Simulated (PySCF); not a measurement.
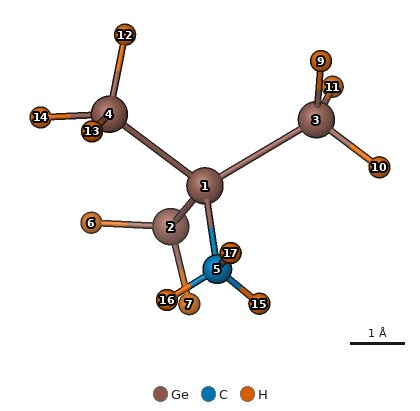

The input geometry (ball-and-stick view, seen at a tilt; atoms are numbered from 1 in the order of the input). Sticks mark near contacts. Bond lengths as drawn: C–Ge 1.97 Å, C–H 1.08 to 1.11 Å, Ge–Ge 2.41 to 2.44 Å and Ge–H 1.47 to 1.52 Å.

# Geometry relaxation, with input and output: CH12Ge4 (part 1 of 2)

System: CH12Ge4.
Method: PBE0-D3(BJ)/def2-SVP geometry optimisation, gas phase (PySCF 2.14.0).

**Input**
```
{"job": {"xc": "PBE0", "basis": "def2-SVP", "d3": "d3bj", "grid": 2, "kind": "geom", "shake": 0.01}, "charge": 0, "multiplicity": 1}
Ge     0.079693    -0.063955    -0.022827
Ge     0.083018     0.319036     2.357749
Ge    -1.684841    -1.612000    -0.662676
Ge    -0.132844     2.062039    -1.205626
C      1.816217    -0.828312    -0.545618
H      0.387141     1.749104     2.746912
H      1.135104    -0.496704     3.078491
H     -1.184440     0.013088     3.061556
H     -2.281882    -1.338290    -1.980674
H     -1.178097    -3.031451    -0.723983
H     -2.841464    -1.667221     0.299169
H     -1.500160     2.287447    -1.836913
H      0.796649     2.236711    -2.330465
H      0.025144     3.269696    -0.322780
H      1.972247    -1.784216    -0.032387
H      2.628250    -0.136508    -0.249195
H      1.870751    -0.978665    -1.610643
```

The first line tells a small driver script what to run in PySCF; the rest is the geometry in Å.

Launched with:
```bash
OMP_NUM_THREADS=1 python <driver script> task.json out
```

**Log**
```
step   0  E = -8351.18332044  max force = 0.024616
step   1  E = -8351.19406753  max force = 0.005004
step   2  E = -8351.19477356  max force = 0.001023
step   3  E = -8351.19485133  max force = 0.000411
step   4  E = -8351.19500747  max force = 0.001379
step   5  E = -8351.19513224  max force = 0.001934
step   6  E = -8351.19550345  max force = 0.002541
step   7  E = -8351.19583957  max force = 0.002136
step   8  E = -8351.19619776  max force = 0.002033
step   9  E = -8351.19651602  max force = 0.002529
step  10  E = -8351.19666537  max force = 0.001945
step  11  E = -8351.19681764  max force = 0.001009
step  12  E = -8351.19686632  max force = 0.000451
step  13  E = -8351.19688152  max force = 0.000244
step  14  E = -8351.19689168  max force = 0.000334
optimisation converged
```

**Trajectory as extended XYZ (Å, eV, eV/Å), 15 frames, from step=0 to step=14**
```
17
Properties=species:S:1:pos:R:3:forces:R:3 step=0 energy=-227247.27306
Ge    0.0797   -0.0640   -0.0228    0.0213   0.0793  -0.3249
Ge    0.0830    0.3190    2.3577    0.5058   0.1668  -0.1684
Ge   -1.6848   -1.6120   -0.6627    0.4891   0.0560   0.7216
Ge   -0.1328    2.0620   -1.2056   -0.9655  -0.3183   0.6235
C     1.8162   -0.8283   -0.5456    0.2059   0.3461   0.8871
H     0.3871    1.7491    2.7469    0.1532   0.5991  -0.0959
H     1.1351   -0.4967    3.0785    0.4528  -0.4180   0.0666
H    -1.1844    0.0131    3.0616   -1.1204  -0.3318   0.3206
H    -2.2819   -1.3383   -1.9807   -0.4113   0.4151  -1.2658
H    -1.1781   -3.0314   -0.7240    0.4183  -0.5648   0.0034
H    -2.8415   -1.6672    0.2992   -0.4414   0.1639   0.5642
H    -1.5002    2.2875   -1.8369   -0.4604  -0.1869  -0.0911
H     0.7966    2.2367   -2.3305    1.0950  -0.0590  -1.0143
H     0.0251    3.2697   -0.3228    0.2227   0.4494   0.5977
H     1.9723   -1.7842   -0.0324    0.0259  -0.1134   0.0224
H     2.6282   -0.1365   -0.2492   -0.1727  -0.1529  -0.0536
H     1.8707   -0.9787   -1.6106   -0.0184  -0.1305  -0.7930
17
Properties=species:S:1:pos:R:3:forces:R:3 step=1 energy=-227247.56550
Ge    0.1174   -0.0540   -0.0190    0.0328  -0.0338   0.0721
Ge    0.1115    0.2822    2.3920    0.0215   0.0440   0.2500
Ge   -1.5747   -1.6770   -0.6505   -0.2014  -0.2066  -0.0073
Ge   -0.3095    2.0623   -1.1344   -0.0118   0.2573  -0.0647
C     1.8977   -0.7073   -0.5560   -0.1086  -0.0764  -0.1344
H     0.4351    1.7674    2.7315   -0.0365  -0.2408  -0.0455
H     1.1946   -0.6151    3.0639   -0.1821   0.1401  -0.1144
H    -1.2645   -0.0651    3.0263    0.1870   0.0502  -0.1086
H    -2.1521   -1.3478   -2.0545    0.0770  -0.0580   0.1583
H    -0.9835   -3.1190   -0.6916   -0.0892   0.2536   0.0150
H    -2.7514   -1.6642    0.3686    0.1875   0.0026  -0.1724
H    -1.7447    2.1740   -1.7210    0.2056  -0.0538   0.1084
H     0.7058    2.1923   -2.3028   -0.1301   0.0277   0.1013
H    -0.0898    3.2585   -0.1608   -0.0323  -0.1958  -0.1738
H     2.0994   -1.6716   -0.0684    0.0109  -0.0025   0.0066
H     2.6764    0.0075   -0.2658    0.0699   0.0807   0.0385
H     1.9365   -0.8472   -1.6481   -0.0003   0.0113   0.0710
17
Properties=species:S:1:pos:R:3:forces:R:3 step=2 energy=-227247.58471
Ge    0.1213   -0.0533   -0.0165    0.0045   0.0050   0.0226
Ge    0.1108    0.2800    2.3930   -0.0203   0.0009   0.0227
Ge   -1.5763   -1.6745   -0.6470   -0.0328   0.0015  -0.0161
Ge   -0.3048    2.0659   -1.1352    0.0526   0.0121  -0.0165
C     1.8984   -0.7080   -0.5570   -0.0079  -0.0066  -0.0248
H     0.4425    1.7458    2.7378    0.0121   0.0014   0.0012
H     1.1721   -0.6201    3.0585   -0.0003  -0.0144  -0.0033
H    -1.2608   -0.0576    3.0104    0.0001   0.0054  -0.0217
H    -2.1419   -1.3601   -2.0477    0.0169  -0.0101   0.0057
H    -0.9889   -3.1003   -0.6747    0.0150  -0.0005   0.0105
H    -2.7458   -1.6552    0.3562   -0.0029   0.0122  -0.0019
H    -1.7350    2.1583   -1.6968   -0.0315  -0.0237   0.0079
H     0.6843    2.2095   -2.3126   -0.0242   0.0117   0.0046
H    -0.0885    3.2538   -0.1767    0.0091   0.0006   0.0003
H     2.1024   -1.6723   -0.0697    0.0126   0.0035   0.0018
H     2.6782    0.0104   -0.2652   -0.0068  -0.0026   0.0018
H     1.9363   -0.8464   -1.6473    0.0037   0.0037   0.0050
17
Properties=species:S:1:pos:R:3:forces:R:3 step=3 energy=-227247.58683
Ge    0.1251   -0.0518   -0.0159    0.0167   0.0085   0.0062
Ge    0.1097    0.2785    2.3938   -0.0064  -0.0045  -0.0038
Ge   -1.5754   -1.6707   -0.6455   -0.0010   0.0113  -0.0040
Ge   -0.3035    2.0669   -1.1352    0.0088  -0.0120  -0.0036
C     1.9009   -0.7088   -0.5590   -0.0027   0.0007  -0.0040
H     0.4522    1.7397    2.7443    0.0131   0.0102   0.0049
H     1.1595   -0.6339    3.0593    0.0044  -0.0178   0.0056
H    -1.2681   -0.0508    2.9982   -0.0186   0.0035  -0.0042
H    -2.1301   -1.3662   -2.0510    0.0055  -0.0050  -0.0146
H    -0.9864   -3.0953   -0.6592    0.0111  -0.0156   0.0110
H    -2.7489   -1.6415    0.3512   -0.0150   0.0096   0.0055
H    -1.7420    2.1463   -1.6795   -0.0212  -0.0086   0.0074
H     0.6690    2.2167   -2.3234   -0.0054   0.0048  -0.0109
H    -0.0839    3.2557   -0.1801    0.0091   0.0133   0.0090
H     2.1075   -1.6728   -0.0722    0.0055   0.0020   0.0006
H     2.6803    0.0100   -0.2673   -0.0042  -0.0020  -0.0008
H     1.9385   -0.8460   -1.6492    0.0004   0.0014  -0.0043
17
Properties=species:S:1:pos:R:3:forces:R:3 step=4 energy=-227247.59108
Ge    0.1391   -0.0466   -0.0151    0.0358   0.0121  -0.0257
Ge    0.1071    0.2725    2.3957    0.0101  -0.0196  -0.0393
Ge   -1.5688   -1.6597   -0.6422    0.0521   0.0107   0.0154
Ge   -0.3048    2.0697   -1.1342   -0.0709  -0.0369   0.0320
C     1.9104   -0.7099   -0.5660    0.0156   0.0231   0.0281
H     0.4902    1.7181    2.7668    0.0106   0.0100   0.0074
H     1.1152   -0.6832    3.0651   -0.0020  -0.0117   0.0147
H    -1.2935   -0.0220    2.9621   -0.0244   0.0089   0.0209
H    -2.0857   -1.3912   -2.0679   -0.0071  -0.0013  -0.0294
H    -0.9809   -3.0846   -0.6026   -0.0125  -0.0213   0.0107
H    -2.7612   -1.5930    0.3293   -0.0208   0.0035   0.0019
H    -1.7679    2.1175   -1.6184    0.0042   0.0278   0.0024
H     0.6139    2.2329   -2.3601    0.0184  -0.0140  -0.0256
H    -0.0668    3.2636   -0.1902    0.0072   0.0169   0.0076
H     2.1230   -1.6735   -0.0810   -0.0120  -0.0015  -0.0023
H     2.6899    0.0095   -0.2756    0.0013  -0.0033  -0.0075
H     1.9450   -0.8441   -1.6564   -0.0056  -0.0034  -0.0111
17
Properties=species:S:1:pos:R:3:forces:R:3 step=5 energy=-227247.59447
Ge    0.1522   -0.0421   -0.0156    0.0331   0.0067  -0.0388
Ge    0.1055    0.2658    2.3963    0.0126  -0.0248  -0.0472
Ge   -1.5593   -1.6524   -0.6409    0.0706   0.0028   0.0205
Ge   -0.3121    2.0715   -1.1312   -0.0995  -0.0365   0.0488
C     1.9203   -0.7083   -0.5724    0.0245   0.0395   0.0346
H     0.5307    1.6947    2.7860    0.0091   0.0062   0.0055
H     1.0703   -0.7301    3.0713   -0.0070  -0.0068   0.0150
H    -1.3145    0.0122    2.9342   -0.0184   0.0133   0.0282
H    -2.0385   -1.4209   -2.0862   -0.0080  -0.0006  -0.0275
H    -0.9822   -3.0798   -0.5465   -0.0250  -0.0184   0.0090
H    -2.7729   -1.5475    0.3007   -0.0191   0.0021  -0.0024
H    -1.7939    2.1065   -1.5599    0.0186   0.0425  -0.0013
H     0.5588    2.2376   -2.3907    0.0230  -0.0247  -0.0260
H    -0.0479    3.2702   -0.1997    0.0076   0.0125   0.0035
H     2.1359   -1.6719   -0.0887   -0.0200  -0.0044  -0.0022
H     2.7008    0.0110   -0.2842    0.0053  -0.0032  -0.0089
H     1.9511   -0.8408   -1.6630   -0.0074  -0.0064  -0.0108
17
Properties=species:S:1:pos:R:3:forces:R:3 step=6 energy=-227247.60457
Ge    0.1952   -0.0279   -0.0195    0.0002  -0.0257  -0.0682
Ge    0.1007    0.2404    2.3944    0.0114  -0.0210  -0.0487
Ge   -1.5222   -1.6346   -0.6397    0.0930  -0.0265   0.0311
Ge   -0.3467    2.0757   -1.1160   -0.1307  -0.0109   0.0932
C     1.9555   -0.6957   -0.5938    0.0441   0.0792   0.0345
H     0.6779    1.5956    2.8481    0.0054  -0.0032  -0.0023
H     0.8979   -0.8864    3.0839   -0.0153   0.0058   0.0072
H    -1.3688    0.1515    2.8478    0.0009   0.0189   0.0394
H    -1.8625   -1.5440   -2.1399   -0.0055   0.0019  -0.0166
H    -1.0093   -3.0613   -0.3473   -0.0466  -0.0049  -0.0010
H    -2.8077   -1.3935    0.1738   -0.0088   0.0002  -0.0108
H    -1.8740    2.0967   -1.3487    0.0443   0.0634  -0.0154
H     0.3538    2.2309   -2.4784    0.0261  -0.0477  -0.0216
H     0.0241    3.2897   -0.2406    0.0101  -0.0022  -0.0071
H     2.1779   -1.6599   -0.1149   -0.0313  -0.0101  -0.0010
H     2.7396    0.0229   -0.3142    0.0113  -0.0036  -0.0072
H     1.9728   -0.8242   -1.6854   -0.0087  -0.0137  -0.0056
17
Properties=species:S:1:pos:R:3:forces:R:3 step=7 energy=-227247.61372
Ge    0.2326   -0.0158   -0.0250   -0.0517  -0.0638  -0.0776
Ge    0.0961    0.2132    2.3891    0.0075   0.0034  -0.0289
Ge   -1.4818   -1.6269   -0.6422    0.0767  -0.0501   0.0280
Ge   -0.3897    2.0773   -1.0935   -0.1037   0.0309   0.1098
C     1.9898   -0.6738   -0.6145    0.0488   0.0942   0.0204
H     0.8315    1.4660    2.9059    0.0014  -0.0097  -0.0094
H     0.6992   -1.0283    3.0791   -0.0134   0.0130  -0.0035
H    -1.3919    0.3177    2.7783    0.0170   0.0132   0.0379
H    -1.6710   -1.6946   -2.1713   -0.0025   0.0055  -0.0025
H    -1.0695   -3.0312   -0.1475   -0.0442   0.0092  -0.0129
H    -2.8290   -1.2517    0.0048    0.0032  -0.0027  -0.0107
H    -1.9344    2.1186   -1.1256    0.0495   0.0562  -0.0247
H     0.1297    2.1950   -2.5388    0.0222  -0.0540  -0.0116
H     0.1048    3.3046   -0.3000    0.0117  -0.0156  -0.0148
H     2.2172   -1.6388   -0.1399   -0.0269  -0.0116   0.0000
H     2.7763    0.0450   -0.3429    0.0108  -0.0018  -0.0003
H     1.9944   -0.8003   -1.7066   -0.0064  -0.0164   0.0006
17
Properties=species:S:1:pos:R:3:forces:R:3 step=8 energy=-227247.62347
Ge    0.2440   -0.0108   -0.0286   -0.1045  -0.0833  -0.0399
Ge    0.0944    0.1959    2.3854    0.0100   0.0220   0.0041
Ge   -1.4553   -1.6371   -0.6486    0.0322  -0.0462  -0.0007
Ge   -0.4242    2.0787   -1.0708   -0.0322   0.0527   0.0555
C     2.0054   -0.6476   -0.6250    0.0335   0.0742   0.0017
H     0.9409    1.3635    2.9323    0.0003  -0.0112  -0.0139
H     0.5629   -1.1068    3.0666   -0.0061   0.0108  -0.0063
H    -1.3802    0.4420    2.7644    0.0234   0.0027   0.0182
H    -1.5374   -1.8104   -2.1802    0.0017   0.0080   0.0120
H    -1.1321   -3.0151   -0.0297   -0.0175   0.0174  -0.0121
H    -2.8365   -1.1846   -0.1351    0.0108  -0.0028  -0.0058
H    -1.9625    2.1751   -0.9836    0.0314   0.0257  -0.0146
H    -0.0174    2.1393   -2.5567    0.0091  -0.0321   0.0036
H     0.1721    3.3084   -0.3540    0.0123  -0.0238  -0.0150
H     2.2357   -1.6134   -0.1533   -0.0086  -0.0065   0.0007
H     2.7906    0.0734   -0.3564    0.0050   0.0018   0.0069
H     2.0039   -0.7746   -1.7173   -0.0006  -0.0097   0.0057
```
